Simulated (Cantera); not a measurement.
A closed system holds: 1 mol C2H5OH, 0.19 mol CO2, 0.18 mol N2, at 93.0 mbar.

These are equilibrium values from Cantera (NASA tables, ideal gas, pure condensed phases), not measurements of a reactor. Candidate condensed phases: C, C6H6, C7H8, C8H18, H2O; 136 gas species. Kinetics and transport are ignored.

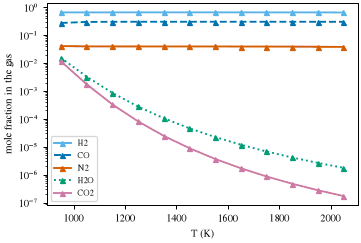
Figure. Equilibrium gas composition (values under 1e-9 drawn at 1e-9)

From 950 K to 2050 K the condensed part is C(graphite). The main C-bearing gas is CO throughout. The share of C in condensed phases is highest at 950 K (41.1 %) and lowest at 2050 K (36.1 %).
